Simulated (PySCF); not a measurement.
TiCl3: frequency calculation

TiCl3, multiplicity 2, computed with UKS-based PBE0, Ti def2-TZVP, Cl def2-TZVP; non-relativistic Hamiltonian; density fitting (PySCF 2.14.0).

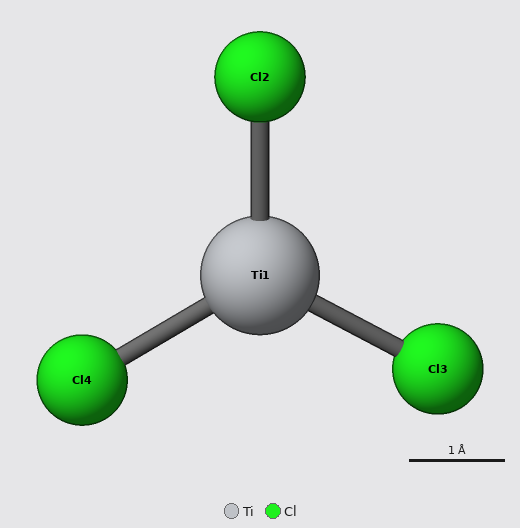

*The input geometry (ball-and-stick view, seen at a tilt; atoms are numbered from 1 in the order of the input). Sticks mark near contacts.*

Bond lengths as drawn: Cl–Ti 2.19 Å.

The input
```python
from pyscf import gto, scf, dft
mol = gto.M(atom='''
Ti    -0.000000     0.000000    -0.000000
Cl     2.190266     0.000000     0.000008
Cl    -1.095133     1.896826    -0.000004
Cl    -1.095133    -1.896826    -0.000004''',
    basis={'Ti': 'def2-TZVP', 'Cl': 'def2-TZVP'},
    charge=0, spin=1)
mf = dft.UKS(mol, xc='PBE0')
mf.grids.atom_grid = (75, 302)
aux = {'Ti': 'def2-universal-JKFIT', 'Cl': 'def2-universal-JKFIT'}
mf = mf.density_fit(auxbasis=aux)
mf.conv_tol = 1e-09
mf.diis_space = 10
mf.max_cycle = 60
mf.verbose = 4
mf.kernel()
```

The script is an equivalent of the set-up of the self-consistent field. The run itself was carried out by a driver, which started from the orbitals of the step before it where there was one and computed the further properties.

Machine: 4 threads of Arm Neoverse V1, 24 GiB of memory available, shared host.

Run as:
```bash
OMP_NUM_THREADS=4 python axn.py task.json out
```

Output
```
init E= -2229.65535859688
  alpha nocc = 37  HOMO = -0.283427234804122  LUMO = -0.104715336039821
  beta  nocc = 36  HOMO = -0.349596333401106  LUMO = -0.104715497862111
  HOMO = -0.283427234804  LUMO = -0.104715497862  gap/eV = 4.86299
cycle= 1 E= -2229.65535859689  delta_E= -4.55e-12  |g|= 3.71e-06  |ddm|= 7.61e-06
  alpha nocc = 37  HOMO = -0.283427951901444  LUMO = -0.104715857685566
  beta  nocc = 36  HOMO = -0.349596377718194  LUMO = -0.104716454240296
  HOMO = -0.283427951901  LUMO = -0.10471645424  gap/eV = 4.86299
Extra cycle  E= -2229.65535859689  delta_E=    0  |g|= 5.5e-06  |ddm|= 8.03e-06
converged SCF energy = -2229.65535859689  <S^2> = 0.755532  2S+1 = 2.0055244
```

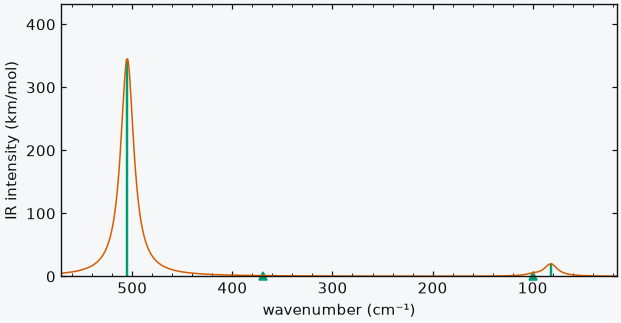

*Harmonic infrared spectrum, unscaled: sticks (degenerate modes added up, dark ones marked on the axis) with a Lorentzian envelope of 16 cm⁻¹ full width, scaled to the tallest stick.*

6 modes from 82 to 505 cm⁻¹, none imaginary. The strongest line is at 505 cm⁻¹ (345 km/mol). All modes, in cm⁻¹ (km/mol): 82 (19.5), 100 (1.2), 100 (1.2), 369 (0.0), 505 (173), 505 (173).

Summary

```json
{"quantity": "outcome", "value": "converged"}
{"quantity": "total energy", "value": "−2229.655359 hartree"}
{"quantity": "⟨S²⟩", "value": "0.756"}
{"quantity": "zero-point energy", "value": "0.003783 hartree"}
{"quantity": "dipole moment", "value": "0.00 D"}
{"quantity": "wavenumbers, lowest and highest", "value": "82 and 505 cm⁻¹"}
{"quantity": "wall time", "value": "60 s (CPU time 3.3 min)"}
{"quantity": "peak memory", "value": "1.7 GiB"}
```
